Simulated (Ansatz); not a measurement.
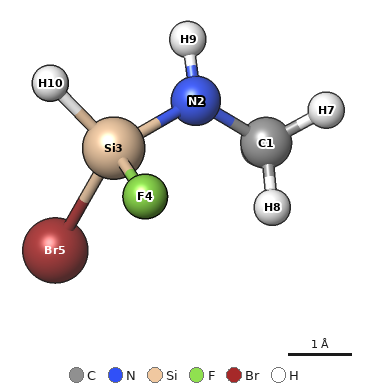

CH₅BrFNSi, before the relaxation. The picture is a ball-and-stick view, seen at a tilt.

The start comes from PBE-D4/def2-SVP.

Computed with RKS PBE0-D4/def2-TZVP in Ansatz.

The input:
```yaml
crystal:
  periodic: [false, false, false]
  atoms:
    - {symbol: C, position_ang: [-1.192531, 0.138592, -0.761560]}
    - {symbol: N, position_ang: [-0.132497, -0.655362, -0.158419]}
    - {symbol: Si, position_ang: [1.116267, -0.073500, 0.856067]}
    - {symbol: F, position_ang: [0.509880, 0.476564, 2.271606]}
    - {symbol: Br, position_ang: [2.163621, 1.716798, 0.004120]}
    - {symbol: H, position_ang: [-0.991817, 0.401132, -1.825285]}
    - {symbol: H, position_ang: [-2.170181, -0.387496, -0.714894]}
    - {symbol: H, position_ang: [-1.311137, 1.090392, -0.206682]}
    - {symbol: H, position_ang: [0.006396, -1.579971, -0.572852]}
    - {symbol: H, position_ang: [2.085000, -1.178349, 1.110798]}
basis:
  gaussian: {orbitals: def2-TZVP}
hamiltonian: {xc: pbe0, dispersion: d4}
relax: {f_tol: 0.005, max_steps: 150}
```

Launched with:
```bash
ansatz run in.yaml --threads 4 --pin off --events-out ev --progress --plain --max-ram 10444MiB
```

**What does the optimiser find from here?**

H8 moves most after the best rigid fit: 0.55 Å. By element the largest moves are H 0.55 Å, Br 0.37 Å, F 0.29 Å, N 0.12 Å, C 0.07 Å, Si 0.03 Å. Some distances before and after: Si3–F4 1.635 → 1.594 Å, Si3–Br5 2.242 → 2.213 Å, N2–Si3 1.711 → 1.682 Å, C1–H6 1.114 → 1.093 Å. Bond angles that change, for instance: N2–Si3–F4 110.9° → 114.1°, N2–Si3–Br5 112.8° → 110.4°, F4–Si3–H10 110.0° → 107.9°. Groups turn about C1–N2 by about 20°. The energy falls by 1.83 kcal/mol in 29 accepted moves (30 points after the start). Largest force component: 1.2 eV/Å at the start, 0.0043 eV/Å at the end. The line search rejected the trial step at point 25 of the run. The forces were under the threshold at step 8, but the run went on from there.

Final geometry:

```xyz
10

C    -1.1503    0.1583   -0.8151
N    -0.0628   -0.6063   -0.2393
Si    1.0892   -0.0866    0.8704
F     0.5100    0.1876    2.3303
Br    1.9326    1.8639    0.2531
H    -1.1987    0.0193   -1.8983
H    -2.1202   -0.1105   -0.3848
H    -0.9870    1.2214   -0.6315
H    -0.0709   -1.5873   -0.4689
H     2.1411   -1.1109    0.9870
```

The end point in the same view:

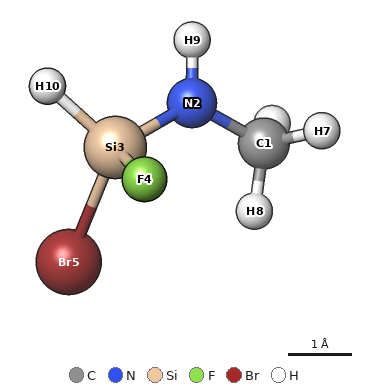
